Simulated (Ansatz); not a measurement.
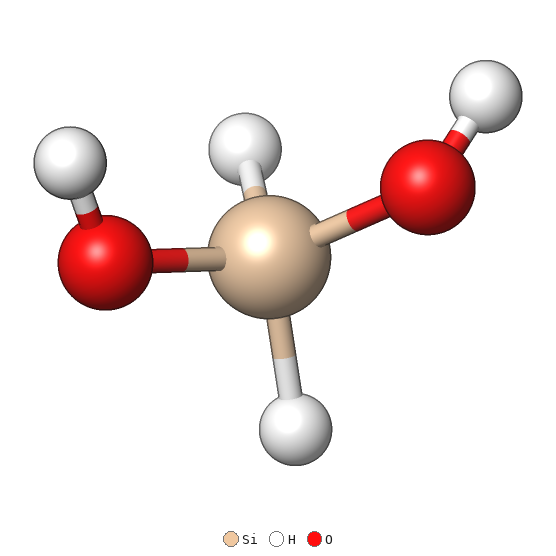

Question: Which formula does it have?

Answer: H₄O₂Si, 7 atoms: 4 hydrogen, 2 oxygen and 1 silicon.

Question: What is the point group of this geometry?

Answer: C1.

Question: Count the bonded pairs by element.

Answer: 2 Si–H, 2 O–Si, 2 O–H. Sticks follow a distance rule.

More results for the same structure follow; atom numbers are the same in all pictures, views and colours differ. Computed geometry: PBE0-D4/def2-TZVP optimisation.

## Vibrations

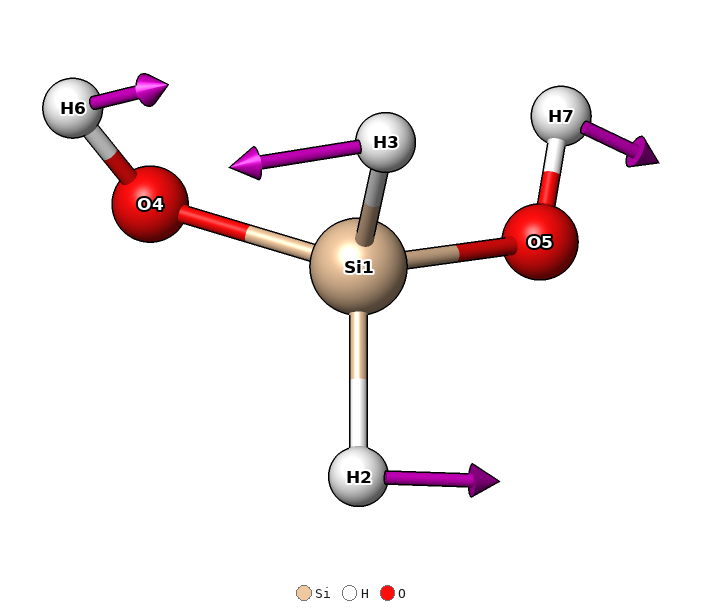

The arrows show one normal mode. Harmonic vibrations computed with RKS PBE0-D4/def2-TZVP (Ansatz 0.2.0) at a stationary point of the same level.

Question: Describe the motion.

Answer: Mostly H–Si–O bending.

Question: Estimate its harmonic wavenumber.

Answer: 724 cm⁻¹; it is mode 5 of 15 counted from the lowest.

## Electronic properties

Method: RKS PBE0-D4/def2-TZVPP (Ansatz 0.2.0).

Predict the main results.

- HOMO energy (Kohn–Sham orbital): −8.66 eV
- LUMO energy (Kohn–Sham orbital): 0.54 eV
- HOMO–LUMO gap: 9.20 eV
- dispersion correction: −7.5 kJ/mol

## Dipole moment

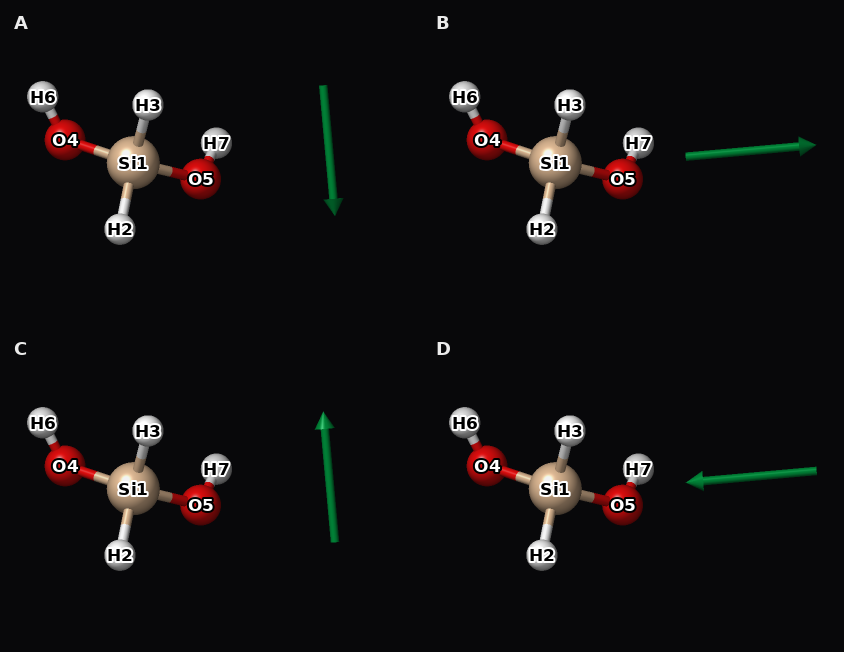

The same molecule four times, each with an arrow. Method: RKS PBE0-D4/def2-TZVP (Ansatz 0.2.0).

Question: Which arrow points along the dipole moment, from the negative to the positive end?

Answer: C. The dipole moment is 2.39 D; it points from the side of H2 to the side of H6 (the outermost atoms at the two ends).

## Charges

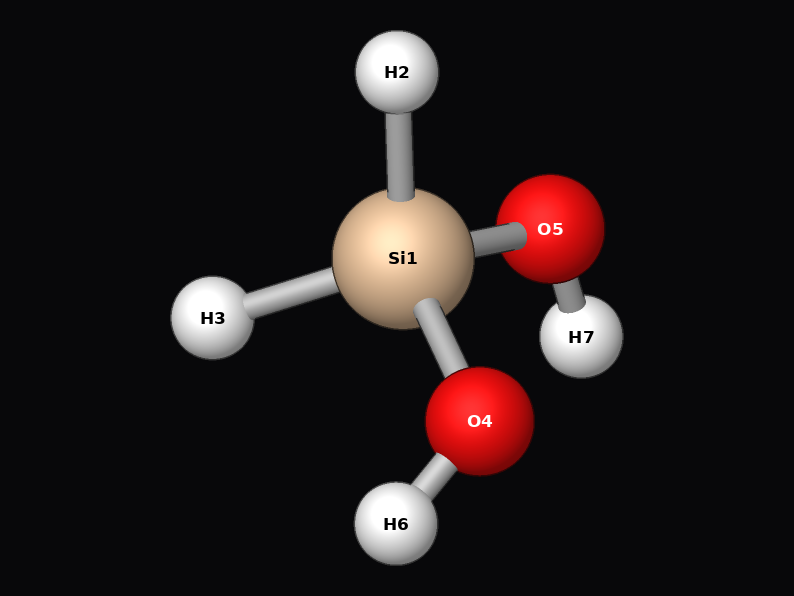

The questions are on Mulliken charges. Properties computed with RKS PBE0-D4/def2-TZVP (Ansatz 0.2.0).

List the Mulliken charges.

```
atom  value (e)
 Si1       0.51
  H2      −0.05
  H3      −0.07
  O4      −0.52
  O5      −0.52
  H6       0.33
  H7       0.32
```

Mulliken values depend strongly on the basis set and can even reverse the polarity of a bond.
